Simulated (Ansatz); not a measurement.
**GeH3O (SMILES [OH][GeH2]): a chain of runs**

Aim: the energy (ROHF/LANL2DZ), then the energy (CASCI(7,8)/LANL2DZ), then a single-point energy (CASSCF(7,8)/LANL2DZ), then the energy (ROCCSD(T)/LANL2DZ) of GeH3O. 

The calculation is run with Ansatz 0.2.0.

2 further runs of the same task are left out: 2 for a known fault of the program.

### Step 1. The system as given

The species is GeH3O (5 atoms), meant as a doublet with charge 0. As SMILES, `[OH][GeH2]`. Geometry: relaxed at PBE0-D4/def2-TZVP. This is one conformer, not always the lowest.

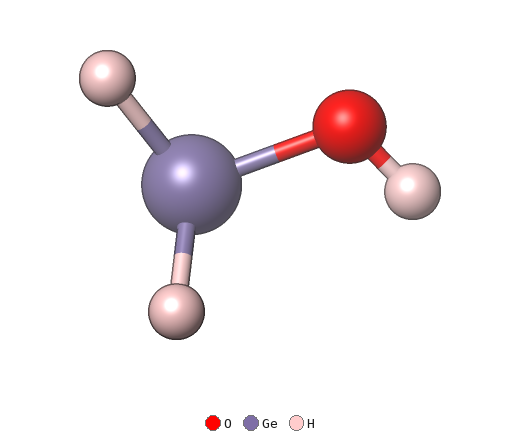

The structure, seen from a chosen angle (oxygen red, germanium purple, hydrogen pink).

### Step 2. The energy at ROHF/LANL2DZ (core potential) (run 1)

in.yaml reads:

```yaml
crystal:
  periodic: [false, false, false]
  atoms:
    - {symbol: O, position_ang: [0.355500, -1.075800, 0.460700]}
    - {symbol: Ge, position_ang: [-0.520100, 0.416100, 0.017700]}
    - {symbol: H, position_ang: [1.097400, -0.907600, 1.046500]}
    - {symbol: H, position_ang: [-1.396800, -0.014400, -1.180300]}
    - {symbol: H, position_ang: [0.513900, 1.508000, -0.385900]}
basis:
  gaussian: {orbitals: LANL2DZ.json}
hamiltonian: {xc: hf}
magnetization: {spin_polarized: false, initial_magnetization: 1}
output: {orbitals: {seedname: orbitals}}
```

The basis set LANL2DZ is read from a file made from the Basis Set Exchange's data (not shown).

Started as:

```bash
$ ansatz run in.yaml --threads 1 --pin off --max-ram 2610MiB --events-out events.jsonl --progress --plain --runs-dir runs
```

Standard output:

```text
Warning: RAYON_NUM_THREADS=1 ignored (pool sized by the plan → 1); use --threads N
Functional definition: HF
  name "HF"
  exchange = exact_x
  correlation = 0
313 factors; integrals over basis functions are off by at most 3.1e-4 eV
mean field evaluation 1: about -2180.1007 eV, gradient 3.1e1 eV
mean field evaluation 2: about -2180.0947 eV, gradient 3.1e1 eV
mean field evaluation 4: about -2182.3048 eV, gradient 2.2e0 eV
mean field evaluation 8: about -2182.3315 eV, gradient 9.5e-5 eV
mean field -2182.33149865 eV, -80.1992033381 hartree, gradient 1.7e-5 eV, S^2 0.750000; 0 other end points of the search recorded, 0 dependent functions left out
reference -2182.33149865 eV, -80.1992033381 hartree; 8, 7 occupied and 15, 16 virtual orbitals, 313 factors
Total energy: -2182.33149865 eV, -80.1992033381 hartree
```

It took 0.12 s on 1 thread of Intel Xeon Platinum 8375C at 2.90GHz (Ice Lake), shared host.

### Step 3. A single-point energy at CASCI(7,8)/LANL2DZ (core potential) (run 2)

job.yaml reads:

```yaml
crystal:
  periodic: [false, false, false]
  atoms:
    - {symbol: O, position_ang: [0.355500, -1.075800, 0.460700]}
    - {symbol: Ge, position_ang: [-0.520100, 0.416100, 0.017700]}
    - {symbol: H, position_ang: [1.097400, -0.907600, 1.046500]}
    - {symbol: H, position_ang: [-1.396800, -0.014400, -1.180300]}
    - {symbol: H, position_ang: [0.513900, 1.508000, -0.385900]}
basis:
  gaussian: {orbitals: LANL2DZ.json}
magnetization: {spin_polarized: false, initial_magnetization: 1}
correlation:
  active_space: {window: {electrons: 7, orbitals: 8}, shells: [{species: Ge, l: p, shell: 4}, {species: H, l: s, shell: 1}], fixed_orbitals: true}
```

The basis set LANL2DZ is read from a file made from the Basis Set Exchange's data (not shown).

Started as:

```bash
$ ansatz run job.yaml --threads 1 --pin off --max-ram 2610MiB --events-out events.jsonl --progress --plain --runs-dir runs
```

Standard output:

```text
Warning: RAYON_NUM_THREADS=1 ignored (pool sized by the plan → 1); use --threads N
[... 4 set-up lines as earlier in the session ...]
313 factors; integrals over basis functions are off by at most 3.1e-4 eV
mean field evaluation 1: about -2180.1007 eV, gradient 3.1e1 eV
mean field evaluation 2: about -2180.0947 eV, gradient 3.1e1 eV
mean field evaluation 4: about -2182.3048 eV, gradient 2.2e0 eV
mean field evaluation 8: about -2182.3315 eV, gradient 9.5e-5 eV
mean field -2182.33149865 eV, -80.1992033381 hartree, gradient 2.3e-6 eV, S^2 0.750000; 0 other end points of the search recorded, 0 dependent functions left out
reference -2182.33149865 eV, -80.1992033381 hartree; 8, 7 occupied and 15, 16 virtual orbitals, 313 factors
state -2183.30897109 eV, -80.2351247875 hartree
Total energy: -2183.30897109 eV, -80.2351247875 hartree
```

Run time: 0.2 s. Hardware: 1 thread of Intel Xeon Platinum 8375C at 2.90GHz (Ice Lake), shared host.

### Step 4. A single-point energy at CASSCF(7,8)/LANL2DZ (core potential, 5 states averaged) (run 5)

in.yaml reads:

```yaml
crystal:
  periodic: [false, false, false]
  atoms:
    - symbol: O
      position_ang: [0.355500, -1.075800, 0.460700]
    - symbol: Ge
      position_ang: [-0.520100, 0.416100, 0.017700]
    - symbol: H
      position_ang: [1.097400, -0.907600, 1.046500]
    - symbol: H
      position_ang: [-1.396800, -0.014400, -1.180300]
    - symbol: H
      position_ang: [0.513900, 1.508000, -0.385900]
basis:
  gaussian: {orbitals: LANL2DZ.json}
magnetization: {spin_polarized: false, initial_magnetization: 1}
correlation:
  active_space: {window: {electrons: 7, orbitals: 8}, shells: [{species: Ge, l: p, shell: 4}, {species: H, l: s, shell: 1}], states: [{multiplicity: 2, weights: [1, 1, 1, 1]}, {multiplicity: 4, weights: [1]}]}
```

The basis set LANL2DZ is read from a file made from the Basis Set Exchange's data (not shown).

Started as:

```bash
$ ansatz run in.yaml --threads 1 --pin off --max-ram 2610MiB --events-out events.jsonl --progress --plain --runs-dir runs
```

Standard output:

```text
Warning: RAYON_NUM_THREADS=1 ignored (pool sized by the plan → 1); use --threads N
[... 4 set-up lines as earlier in the session ...]
536 factors; integrals over basis functions are off by at most 1.1e-7 eV
mean field evaluation 1: about -2180.0977 eV, gradient 3.1e1 eV
mean field evaluation 2: about -2180.0951 eV, gradient 3.1e1 eV
mean field evaluation 4: about -2182.3050 eV, gradient 2.2e0 eV
mean field evaluation 8: about -2182.3317 eV, gradient 9.6e-5 eV
mean field -2182.33171081 eV, -80.1992111346 hartree, gradient 2.5e-6 eV, S^2 0.750000; 0 other end points of the search recorded, 0 dependent functions left out
reference -2182.33171081 eV, -80.1992111346 hartree; 8, 7 occupied and 15, 16 virtual orbitals, 536 factors
state -2183.65260693 eV, -80.2477531718 hartree
state -2178.54442366 eV, -80.0600308991 hartree
state -2178.32031230 eV, -80.0517949584 hartree
state -2176.28796662 eV, -79.9771076324 hartree
state -2175.41989445 eV, -79.9452065684 hartree
Total energy: -2178.44504079 eV, -80.0563786460 hartree
Checks for a lower state left out: starts, orbital_swaps
```

Wall time 8.4 s (1 thread of Intel Xeon Platinum 8375C at 2.90GHz (Ice Lake), shared host); peak memory 0.14 GiB.

The roots found:

```tsv
excited state	energy (eV)
1	5.108
2	5.332
3	7.365
4	8.233
```

### Step 5. The energy at ROCCSD(T)/LANL2DZ (core potential) (run 11)

molecule.yaml reads:

```yaml
crystal:
  periodic: [false, false, false]
  atoms:
    - {symbol: O, position_ang: [0.355500, -1.075800, 0.460700]}
    - {symbol: Ge, position_ang: [-0.520100, 0.416100, 0.017700]}
    - {symbol: H, position_ang: [1.097400, -0.907600, 1.046500]}
    - {symbol: H, position_ang: [-1.396800, -0.014400, -1.180300]}
    - {symbol: H, position_ang: [0.513900, 1.508000, -0.385900]}
basis:
  gaussian:
    orbitals: LANL2DZ.json
correlation:
  method: ccsd_t
magnetization:
  spin_polarized: false
  initial_magnetization: 1
```

The basis set LANL2DZ is read from a file made from the Basis Set Exchange's data (not shown).

Started as:

```bash
$ ansatz run molecule.yaml --threads 1 --pin off --max-ram 2610MiB --events-out events.jsonl --progress --plain --runs-dir runs
```

Standard output, shortened:

```text
Warning: RAYON_NUM_THREADS=1 ignored (pool sized by the plan → 1); use --threads N
[... 2 set-up lines as earlier in the session ...]
[...]
313 factors; integrals over basis functions are off by at most 3.1e-4 eV
[...]
mean field -2182.33149865 eV, -80.1992033381 hartree, gradient 2.3e-6 eV, S^2 0.750000; 0 other end points of the search recorded, 0 dependent functions left out
1 core orbitals not correlated: weight in the atoms' cores, before any rotation towards them, 1.000 or more for the frozen orbitals, at most 0.000 for the correlated occupied ones
reference -2182.33149865 eV, -80.1992033381 hartree; 7, 6 occupied and 15, 16 virtual orbitals, 313 factors
second order -4.54080950 eV of doubles, -0.01288614 eV of singles
cycle   1  -4.67490769 eV  change   -1.2e-1 eV  update   7.7e-2
[...]
cycle  11  -4.96007383 eV  change   -8.3e-6 eV  update   8.0e-6
perturbative correction -0.07672118 eV, -0.0028194513 hartree
Total energy: -2187.36829366 eV, -80.3843021407 hartree
```

Run time: 0.38 s. Hardware: 1 thread of Intel Xeon Platinum 8375C at 2.90GHz (Ice Lake), shared host.

### Step 6. Results

| quantity | value |
| --- | --- |
| run 1, ROHF/LANL2DZ: total energy | -80.19920 Eh |
| run 1, ROHF/LANL2DZ: ⟨S²⟩ | 0.750 |
| run 2, CASCI(7,8)/LANL2DZ: total energy | -80.23512 Eh |
| run 5, CASSCF(7,8)/LANL2DZ: average energy of the states | -80.05638 Eh |
| run 5, CASSCF(7,8)/LANL2DZ: lowest excitation energy within this active space | 5.11 eV |
| run 11, ROCCSD(T)/LANL2DZ: total energy | -80.38430 Eh |
| run 11, ROCCSD(T)/LANL2DZ: correlation energy (1 core orbital frozen) | -185.1 mEh |
| run 11, ROCCSD(T)/LANL2DZ: (T) correction | -2.82 mEh |
| run 11, ROCCSD(T)/LANL2DZ: ⟨S²⟩ of the reference determinant | 0.750 |
| run 11, ROCCSD(T)/LANL2DZ: T1 diagnostic | 0.018 |

The orbitals (run 5, CASSCF(7,8)/LANL2DZ) are averaged over several states, so each root lies above its own optimum (it can stand above Hartree-Fock), and forces and dipoles share that bias. The triples (run 11, ROCCSD(T)/LANL2DZ) make up 1.5 % of the correlation energy.
